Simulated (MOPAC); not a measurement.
## Single-point calculation, with input and output: C3H4BrO (charge +1)

C3H4BrO, charge +1, SMILES [O+]#CCCBr, computed with PM6-ORG, closed shell, dispersion built in, COSMO solvent water (MOPAC 23.2.5).

The geometry comes from this level: GFN2-xTB.

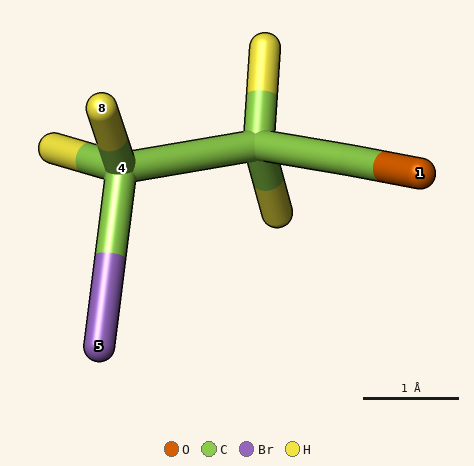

*The input geometry (stick view, seen at a tilt; atoms are numbered from 1 in the order of the input).*

Input file (mol.mop):
```
PM6-ORG EPS=78.4 PRECISE 1SCF DISP CHARGE=1 AUX(PRECISION=6) T=10M THREADS=1 CHARGE=1


O   0.75140 1 -1.47340 1 -1.90180 1
C   0.75080 1 -0.83460 1 -0.98770 1
C   0.68390 1 -0.04210 1  0.14700 1
C  -0.79240 1  0.30380 1  0.52840 1
Br -1.62420 1  1.43620 1 -0.84480 1
H   1.17160 1 -0.55960 1  0.98850 1
H   1.23600 1  0.89610 1 -0.03150 1
H  -1.39660 1 -0.59500 1  0.64170 1
H  -0.78050 1  0.86860 1  1.46010 1
```

File mol.sdf:
```

     RDKit          3D

  9  8  0  0  0  0  0  0  0  0999 V2000
    0.7514   -1.4734   -1.9018 O   0  0  0  0  0  0  0  0  0  0  0  0
    0.7508   -0.8346   -0.9877 C   0  0  0  0  0  0  0  0  0  0  0  0
    0.6839   -0.0421    0.1470 C   0  0  0  0  0  0  0  0  0  0  0  0
   -0.7924    0.3038    0.5284 C   0  0  0  0  0  0  0  0  0  0  0  0
   -1.6242    1.4362   -0.8448 Br  0  0  0  0  0  0  0  0  0  0  0  0
    1.1716   -0.5596    0.9885 H   0  0  0  0  0  0  0  0  0  0  0  0
    1.2360    0.8961   -0.0315 H   0  0  0  0  0  0  0  0  0  0  0  0
   -1.3966   -0.5950    0.6417 H   0  0  0  0  0  0  0  0  0  0  0  0
   -0.7805    0.8686    1.4601 H   0  0  0  0  0  0  0  0  0  0  0  0
  2  1  3  0
  3  2  1  0
  4  3  1  0
  5  4  1  0
  6  3  1  0
  7  3  1  0
  8  4  1  0
  9  4  1  0
M  CHG  1   1   1
M  END
$$$$
```

Launched with:
```bash
obabel mol.sdf -omop -xk "PM6-ORG EPS=78.4 PRECISE 1SCF DISP CHARGE=1 AUX(PRECISION=6) T=10M THREADS=1" -O mol.mop
mopac mol.mop
```

Log:
```
MOPAC v23.2.5
PM6-ORG CALCULATION RESULTS

 *  PM6-ORG    - The PM6-ORG Hamiltonian to be used
 *
 *
 *
 *                 CHARGE ON SYSTEM = +1
 *
 *
 *
 *  EPS=78.4   - USE COSMO IMPLICIT SOLVATION MODEL
 *  PRECISE    - TIGHTER CRITERIA TO BE USED
 *  1SCF       - DO 1 SCF AND THEN STOP
 *  THREADS=1  - MULTI-THREADING NOT USED
 *  AUX        - OUTPUT AUXILIARY INFORMATION
 *  DISP       - PRINT DISPERSION AND HYDROGEN BOND ENERGIES
PM6-ORG EPS=78.4 PRECISE 1SCF DISP CHARGE=1 AUX(PRECISION=6) T=10M THREADS=1 CHARGE=1

   ATOM   CHEMICAL          X               Y               Z
  NUMBER   SYMBOL      (ANGSTROMS)     (ANGSTROMS)     (ANGSTROMS)

     1       O          0.75140000  *  -1.47340000  *  -1.90180000  *
     2       C          0.75080000  *  -0.83460000  *  -0.98770000  *
     3       C          0.68390000  *  -0.04210000  *   0.14700000  *
     4       C         -0.79240000  *   0.30380000  *   0.52840000  *
     5      Br         -1.62420000  *   1.43620000  *  -0.84480000  *
     6       H          1.17160000  *  -0.55960000  *   0.98850000  *
     7       H          1.23600000  *   0.89610000  *  -0.03150000  *
     8       H         -1.39660000  *  -0.59500000  *   0.64170000  *
     9       H         -0.78050000  *   0.86860000  *   1.46010000  *

          CARTESIAN COORDINATES

    NO.       ATOM           X           Y           Z

     1         O          0.7514     -1.4734     -1.9018
     2         C          0.7508     -0.8346     -0.9877
     3         C          0.6839     -0.0421      0.1470
     4         C         -0.7924      0.3038      0.5284
     5        Br         -1.6242      1.4362     -0.8448
     6         H          1.1716     -0.5596      0.9885
     7         H          1.2360      0.8961     -0.0315
     8         H         -1.3966     -0.5950      0.6417
     9         H         -0.7805      0.8686      1.4601

           Empirical Formula: C3 H4 O Br  =     9 atoms

      MOLECULAR POINT GROUP   :   C1

      RHF CALCULATION, NO. OF DOUBLY OCCUPIED LEVELS = 14

 -------------------------------------------------------------------------------
 PM6-ORG EPS=78.4 PRECISE 1SCF DISP CHARGE=1 AUX(PRECISION=6) T=10M THREADS=1 CHARGE=1

     1SCF WAS SPECIFIED, SO BFGS WAS NOT USED
     SCF FIELD WAS ACHIEVED

                              PM6-ORG CALCULATION

          FINAL HEAT OF FORMATION =         93.39439 KCAL/MOL =     390.76211 KJ/MOL

          TOTAL ENERGY            =     -21908.83193 KCAL/MOL = ELECTRONIC ENERGY + CORE-CORE REPULSION + SOLVATION ENERGY
          ENERGY OF ATOMS         =      22013.93233 KCAL/MOL
                              SUM =        105.10041 KCAL/MOL
          DISPERSION ENERGY       =        -15.51156 KCAL/MOL
          H - H CORRECTION ENERGY =          3.80554 KCAL/MOL
                              SUM =         93.39439 KCAL/MOL = FINAL HEAT OF FORMATION

          VAN DER WAALS AREA      =        122.42 SQUARE ANGSTROMS

          TOTAL ENERGY            =       -950.05687 EV
          ELECTRONIC ENERGY       =       -960.72675 EV
          CORE-CORE REPULSION     =         10.66988 EV

          DIELECTRIC ENERGY       =         -3.13591 EV
          COSMO AREA              =        122.42 SQUARE ANGSTROMS
          COSMO VOLUME            =        110.92 CUBIC ANGSTROMS

          IONIZATION POTENTIAL    =         10.725482 EV
          HOMO LUMO ENERGIES (EV) =        -10.725 -1.384
          NO. OF FILLED LEVELS    =         14
          MOLECULAR WEIGHT        =        135.9680         POINT GROUP:  C1

          MOLECULAR DIMENSIONS (Angstroms)

            Atom       Atom       Distance
            H     9    O     1     4.37425
            H     6   Br     5     3.84094
            H     8    H     7     2.94739

          SCF CALCULATIONS        =          2

          WALL-CLOCK TIME         =      0.023 SECONDS
          COMPUTATION TIME        =      0.021 SECONDS

   ATOM   CHEMICAL          X               Y               Z
  NUMBER   SYMBOL      (ANGSTROMS)     (ANGSTROMS)     (ANGSTROMS)

     1       O          0.75140000  *  -1.47340000  *  -1.90180000  *
     2       C          0.75080000  *  -0.83460000  *  -0.98770000  *
     3       C          0.68390000  *  -0.04210000  *   0.14700000  *
     4       C         -0.79240000  *   0.30380000  *   0.52840000  *
     5      Br         -1.62420000  *   1.43620000  *  -0.84480000  *
     6       H          1.17160000  *  -0.55960000  *   0.98850000  *
     7       H          1.23600000  *   0.89610000  *  -0.03150000  *
     8       H         -1.39660000  *  -0.59500000  *   0.64170000  *
     9       H         -0.78050000  *   0.86860000  *   1.46010000  *

                             CARTESIAN COORDINATES

   1    O        0.751400000    -1.473400000    -1.901800000
   2    C        0.750800000    -0.834600000    -0.987700000
   3    C        0.683900000    -0.042100000     0.147000000
   4    C       -0.792400000     0.303800000     0.528400000
   5   Br       -1.624200000     1.436200000    -0.844800000
   6    H        1.171600000    -0.559600000     0.988500000
   7    H        1.236000000     0.896100000    -0.031500000
   8    H       -1.396600000    -0.595000000     0.641700000
   9    H       -0.780500000     0.868600000     1.460100000

           Empirical Formula: C3 H4 O Br  =     9 atoms

      MOLECULAR POINT GROUP   :   C1

                  EIGENVALUES
 -45.31168 -36.49973 -28.10549 -23.78405 -21.11423 -19.29806 -18.88849 -17.72103
 -16.49942 -15.76848 -15.10540 -13.70967 -10.84590 -10.72548  -1.38375  -1.19182
  -0.18746  -0.00129   2.02178   2.71258   4.38974   4.46262   4.98294   5.23559
  82.55857  82.63106  82.67725  82.85889  82.86775

              NET ATOMIC CHARGES AND DIPOLE CONTRIBUTIONS

  ATOM NO.   TYPE          CHARGE      No. of ELECS.   s-Pop       p-Pop       d-Pop
    1          O          -0.080979        6.0810     1.88539     4.19559
    2          C           0.804137        3.1959     1.09457     2.10130
    3          C          -0.229377        4.2294     1.01425     3.21513
    4          C           0.042553        3.9574     1.02848     2.92897
    5         Br          -0.149690        7.1497     1.98875     5.15542     0.00552
    6          H           0.194012        0.8060     0.80599
    7          H           0.190670        0.8093     0.80933
    8          H           0.110092        0.8899     0.88991
    9          H           0.118582        0.8814     0.88142
 DIPOLE           X         Y         Z       TOTAL
 POINT-CHG.     7.780    -6.095     3.025    10.336
 HYBRID         0.204    -0.304    -0.654     0.749
 SUM            7.984    -6.400     2.371    10.503

          ATOMIC ORBITAL ELECTRON POPULATIONS

     Atom    s        px        py        pz      x^2-y^2     xz        z^2       yz        xy
    1  O   1.88539   1.43786   1.40291   1.35481
    2  C   1.09457   0.62515   0.69769   0.77845
    3  C   1.01425   1.09514   1.09950   1.02049
    4  C   1.02848   0.90504   1.03906   0.98488
    5 Br   1.98875   1.84234   1.72740   1.58569   0.00070   0.00113   0.00105   0.00170   0.00094
    6  H   0.80599
    7  H   0.80933
    8  H   0.88991
    9  H   0.88142

 *                    *
 * JOB ENDED NORMALLY *
 *                    *

 TOTAL JOB TIME:             0.03 SECONDS

 == MOPAC DONE ==
```

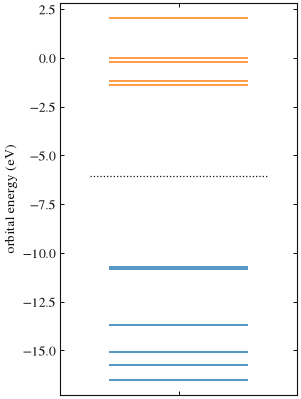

*Orbital energies near the frontier; the dotted line parts filled from empty levels, and levels within 0.02 eV of each other stand side by side.*

Highest filled −10.73 eV, lowest empty −1.38 eV, 9.35 eV apart.

Results in brief:

| quantity | value |
| --- | --- |
| outcome | converged |
| total energy | −34.913946 hartree |
| dispersion energy | −0.024719 hartree |
| heat of formation | 93.39 kcal/mol |
| basis functions | 29 |
| HOMO | −10.72 eV |
| LUMO | −1.38 eV |
| hardware | 1 thread of Arm Neoverse N1, 98 GiB of memory available, shared host |
| peak memory | 0.12 GiB |

MOPAC's energies along a path are heats of formation.
